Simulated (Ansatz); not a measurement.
# Calculations on H2ClF

Part 1: Relaxation

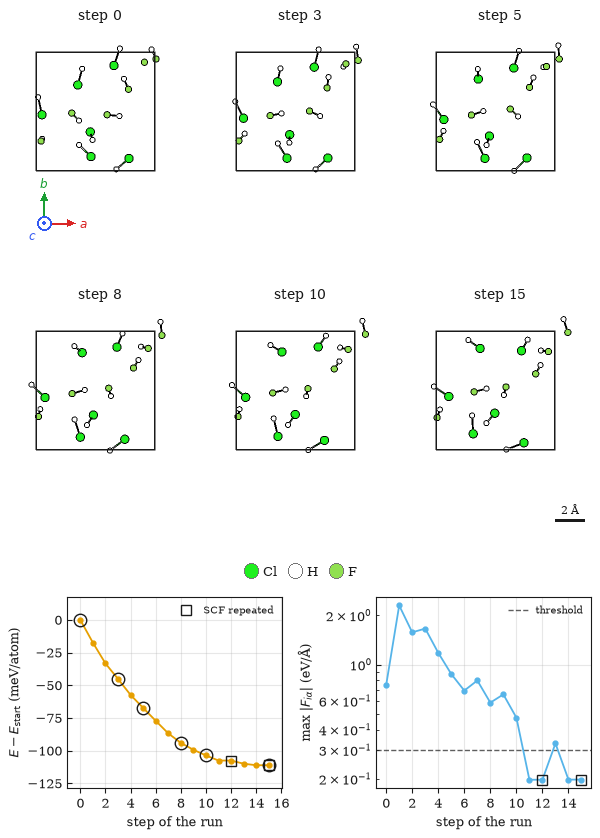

Frames of a relaxation of an amorphous cell of composition H$_{2}$ClF, marked on the history of the run. Style: ball-and-stick. Shown: the cell of the calculation, along the c axis.

The cell holds 6 HCl + 6 HF. The run prepares the start of a later molecular dynamics calculation, from a guessed geometry.

All numbers below come from DFT PBE, scalar-relativistic, plane waves, PAW (Ansatz).

Input file:
```yaml
accuracy: low
crystal:
  lattice:
    - [8.247474, 0.0, 0.0]
    - [0.0, 8.247474, 0.0]
    - [0.0, 0.0, 8.247474]
  atoms:
    - { symbol: Cl, position: [0.0471837, 0.4714014, 0.6360237] }
    - { symbol: H, position: [0.0139066, 0.6195432, 0.6038902] }
    - { symbol: Cl, position: [0.7812101, 0.10218, 0.6150733] }
    - { symbol: H, position: [0.6741713, 0.0107145, 0.6803623] }
    - { symbol: Cl, position: [0.4604921, 0.1183633, 0.2440491] }
    - { symbol: H, position: [0.3599795, 0.2165994, 0.3098731] }
    - { symbol: Cl, position: [0.6543784, 0.8869519, 0.025395] }
    - { symbol: H, position: [0.7041627, 1.0308516, -0.0046102] }
    - { symbol: Cl, position: [0.349085, 0.7229018, 0.7538363] }
    - { symbol: H, position: [0.3861688, 0.859377, 0.8177522] }
    - { symbol: Cl, position: [0.4545018, 0.326806, 0.8395683] }
    - { symbol: H, position: [0.473879, 0.2587949, 0.9777165] }
    - { symbol: F, position: [0.0390974, 0.2488138, 0.0771788] }
    - { symbol: H, position: [0.0482306, 0.268505, -0.0339548] }
    - { symbol: F, position: [0.9117031, 0.9144685, 0.3028623] }
    - { symbol: H, position: [0.9114543, 0.9144916, 0.189629] }
    - { symbol: F, position: [0.2985126, 0.4847616, 0.2767873] }
    - { symbol: H, position: [0.3592068, 0.4213507, 0.2052533] }
    - { symbol: F, position: [1.0097867, 0.9417806, 0.8940506] }
    - { symbol: H, position: [0.9717743, 1.0225799, 0.9636809] }
    - { symbol: F, position: [0.5971409, 0.4712929, 0.1617223] }
    - { symbol: H, position: [0.7002854, 0.4597899, 0.1164372] }
    - { symbol: F, position: [0.7769779, 0.68615, 0.596462] }
    - { symbol: H, position: [0.7385077, 0.7751374, 0.5379543] }
basis:
  ecutwfc: 420.0
kpoints:
  mp_grid: { grid: [1, 1, 1] }
hamiltonian:
  xc: pbe
scf:
  occupations: { method: fermi_dirac, width: 0.05 }
  lower_state_search: "off"
relax:
  f_tol: 0.3
  max_steps: 15
  adjacent_minimum: "off"
```

Command:
```bash
ansatz run input.yaml --threads 1 --pin off --max-ram 3072MiB --backend cpu --events-out ev --progress --plain --runs-dir out
```

**Describe the path.**

The largest move is that of H24, 1.47 Å along [3 −1 −2]. By element the largest moves are H 1.47 Å, Cl 1.26 Å, F 1.05 Å. The lattice vectors keep their values. Some distances before and after: Cl11–H12 1.280 → 1.342 Å, F13–H14 0.934 → 0.985 Å, Cl5–H6 1.280 → 1.329 Å, F19–H20 0.934 → 0.972 Å. Over 13 accepted moves (15 points after the start) the energy falls by 111 meV per atom. Largest force component: 0.75 eV/Å at the start, 0.2 eV/Å at the end. 2 steps only repeated the SCF at the same geometry. The run took 15 s on 1 thread of AMD EPYC 9R45 96-Core Processor (Zen 5), with other jobs on the host, peak memory 0.57 GiB. From step 0 to 3: H18 moves most (0.54 Å), energy −45.1 meV per atom. From step 3 to 5: H24 moves most (0.38 Å), energy −22.1 meV per atom. From step 5 to 8: H22 moves most (0.52 Å), energy −26.7 meV per atom. From step 8 to 10: H22 moves most (0.33 Å), energy −9.6 meV per atom. From step 10 to 15: F17 moves most (0.48 Å), energy −7.5 meV per atom.

```
step  E − E(0), meV/atom  largest force component, eV/Å                         note
   0                0.00                         0.7507                             
   1              -17.38                         2.3034                             
   2              -33.25                         1.5769                             
   3              -45.12                         1.6630                             
   4              -57.32                         1.1821                             
   5              -67.25                         0.8763                             
   6              -77.08                         0.6939                             
   7              -86.72                         0.8002                             
   8              -93.94                         0.5855                             
   9              -99.25                         0.6576                             
  10             -103.57                         0.4742                             
  11             -107.46                         0.1976                             
  12             -107.46                         0.1975  same geometry, SCF repeated
  13             -109.88                         0.3296                             
  14             -111.04                         0.1978                             
  15             -111.04                         0.1979  same geometry, SCF repeated
```

Limits of the set-up: the program's low-accuracy preset was used; the periodic images lie only 8.2 Å apart, so the values are limited by the cell's size.

Part 2: Dynamics

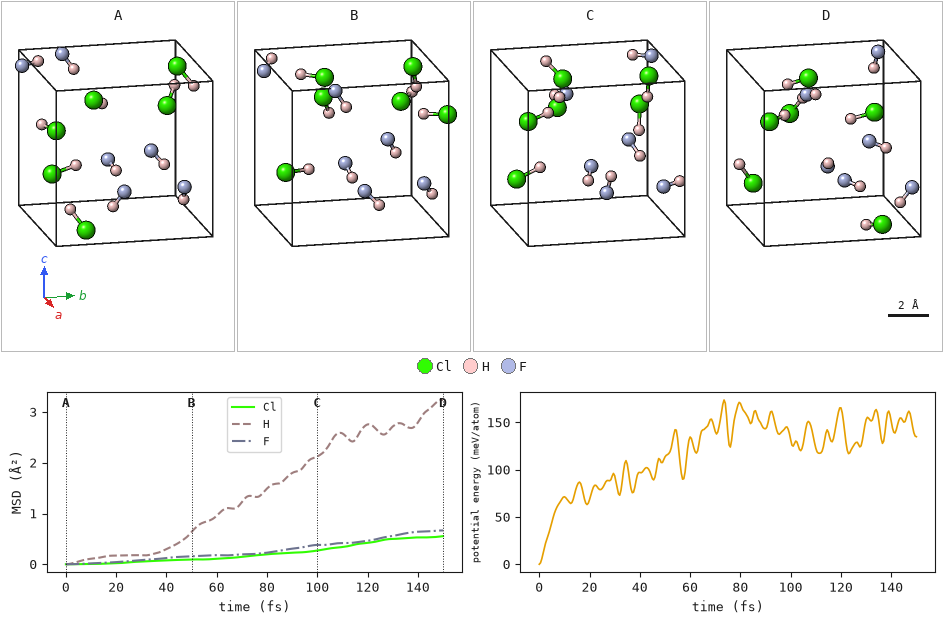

Molecular dynamics of a periodic cell with 6 HCl + 6 HF at 1.003 g/cm³, 150 fs long. Frames (A at 0 fs, B at 50 fs, C at 100 fs, D at 150 fs) and the history of the run. Style: ball-and-stick. Shown: the simulation cell, slightly off an axis. Atoms that leave the cell re-enter on the other side.

All numbers below come from DFT PBE, scalar-relativistic, plane waves, PAW (Ansatz). Set-up: plane-wave cutoff 420 eV; k-point mesh 1 × 1 × 1; Fermi-Dirac smearing 0.05 eV; low-accuracy preset; Langevin thermostat (NVT); set temperature 1500 K; time step 0.5 fs; friction 0.02 per fs.

Question: What happens in this trajectory?

Answer: In the second half of the run the atoms are, in the root-mean-square, this far from where they began (common drift taken out): H 1.53 Å, F 0.66 Å, Cl 0.61 Å. The heavy atoms stay within a fraction of a molecule's size of their starting places, while the hydrogen atoms travel further, as molecules turn; so short a run doesn't tell a liquid from a solid. The mean temperature in the second half is 1381 K (standard deviation 167 K). The potential energy in the second half lies on average 143 meV per atom above the first frame.

Limits of the set-up: the program's low-accuracy preset was used; the periodic images lie only 8.2 Å apart, so the values are limited by the cell's size.

Part 3: Dynamics

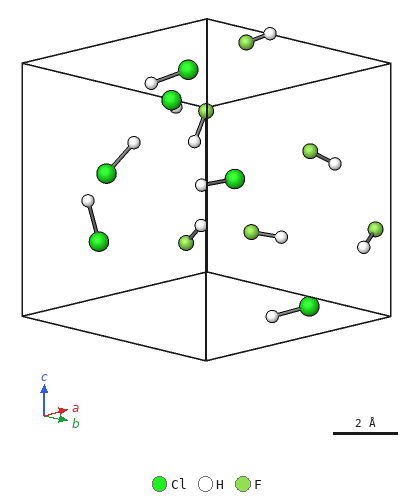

Starting frame of a dynamics run of a periodic cell with 6 HCl + 6 HF at 1.003 g/cm³. It starts from the last geometry of an earlier run, with fresh velocities. Style: ball-and-stick. Shown: the simulation cell, from a free direction.

Method: DFT PBE, scalar-relativistic, plane waves, PAW (Ansatz).

The input:
```yaml
accuracy: low
crystal:
  lattice:
    - [8.247474, 0.0, 0.0]
    - [0.0, 8.247474, 0.0]
    - [0.0, 0.0, 8.247474]
  atoms:
    - { symbol: Cl, position: [0.07109195, 0.37967855, 0.61399759] }
    - { symbol: H, position: [0.15483985, 0.44459809, 0.73301232] }
    - { symbol: Cl, position: [0.70022933, 0.10086692, 0.74501424] }
    - { symbol: H, position: [0.60544475, 0.21921994, 0.75499328] }
    - { symbol: Cl, position: [0.32085787, 0.08717671, 0.24992467] }
    - { symbol: H, position: [0.3580829, -0.00971977, 0.38784181] }
    - { symbol: Cl, position: [0.73689351, 0.81309997, 0.04930167] }
    - { symbol: H, position: [0.60973151, 0.73916882, 0.01856808] }
    - { symbol: Cl, position: [0.27341726, 0.87384481, 0.64433752] }
    - { symbol: H, position: [0.23659952, 0.73057957, 0.6012569] }
    - { symbol: Cl, position: [0.49452547, 0.39856247, 0.95361657] }
    - { symbol: H, position: [0.40532659, 0.28694831, 0.89593059] }
    - { symbol: F, position: [-0.07931944, 0.28570734, -0.03323861] }
    - { symbol: H, position: [0.01599207, 0.31903234, -0.00928142] }
    - { symbol: F, position: [0.9599783, 0.94877683, 0.33827019] }
    - { symbol: H, position: [0.97529968, 0.86933511, 0.25062394] }
    - { symbol: F, position: [0.31969096, 0.56284911, 0.32868971] }
    - { symbol: H, position: [0.42131489, 0.54233387, 0.37621166] }
    - { symbol: F, position: [1.04149538, 0.95118464, 0.96709075] }
    - { symbol: H, position: [0.99355204, 0.93622641, 0.85207843] }
    - { symbol: F, position: [0.64079905, 0.59452447, 0.32115542] }
    - { symbol: H, position: [0.72544977, 0.67267578, 0.29986901] }
    - { symbol: F, position: [0.85370752, 0.70073467, 0.6221489] }
    - { symbol: H, position: [0.88925845, 0.79934505, 0.58325392] }
basis:
  ecutwfc: 420.0
kpoints:
  mp_grid: { grid: [1, 1, 1] }
hamiltonian:
  xc: pbe
scf:
  occupations: { method: fermi_dirac, width: 0.05 }
  lower_state_search: "off"
md:
  timestep: 0.75
  n_steps: 400
  ensemble: nvt_nose_hoover
  temperature: 1500.0
  initial_velocities: maxwell_boltzmann
  seed: 125062
  nose_hoover: { tau: 200.0, chain_length: 5 }
```

Command:
```bash
ansatz run input.yaml --threads 1 --pin off --max-ram 3072MiB --backend cpu --events-out ev --progress --plain --runs-dir out
```

**What does the trajectory do?**

Over the second half the temperature averages 1527 K (spread ±85 K). The potential energy in the second half lies on average 13.1 meV per atom above the first frame. In the second half of the run the atoms are, in the root-mean-square, this far from where they began (common drift taken out): H 2.62 Å, F 2.01 Å, Cl 1.68 Å. The molecules turn and drift from their places.

Along the run (each row but the first and the last is the mean over the interval that it begins):

```json
{"time (fs)": "0.0", "potential energy (meV/atom)": "0.0", "T (K)": "1500"}
{"time (fs)": "37.5", "potential energy (meV/atom)": "26.0", "T (K)": "1285"}
{"time (fs)": "75.0", "potential energy (meV/atom)": "17.8", "T (K)": "1364"}
{"time (fs)": "112.5", "potential energy (meV/atom)": "2.8", "T (K)": "1509"}
{"time (fs)": "150.0", "potential energy (meV/atom)": "8.3", "T (K)": "1496"}
{"time (fs)": "187.5", "potential energy (meV/atom)": "16.6", "T (K)": "1465"}
{"time (fs)": "225.0", "potential energy (meV/atom)": "10.1", "T (K)": "1569"}
{"time (fs)": "262.5", "potential energy (meV/atom)": "17.6", "T (K)": "1574"}
{"time (fs)": "300.0", "potential energy (meV/atom)": "10.3", "T (K)": "1676"}
```

The paths of the atoms:

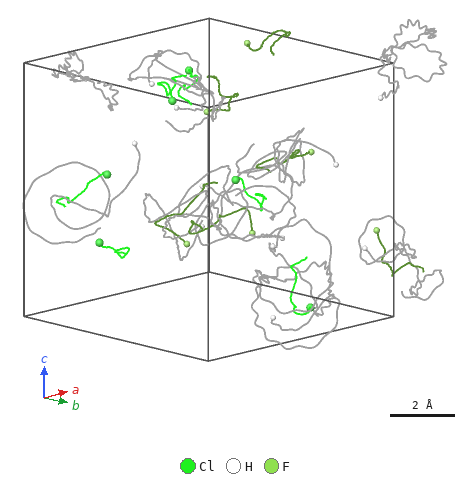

Limits of the set-up: the program's low-accuracy preset was used; the periodic images lie only 8.2 Å apart, so the values are limited by the cell's size.

Cost: 6 min on 1 thread of AMD EPYC 9R45 96-Core Processor (Zen 5) (shared host), peak memory 0.61 GiB.
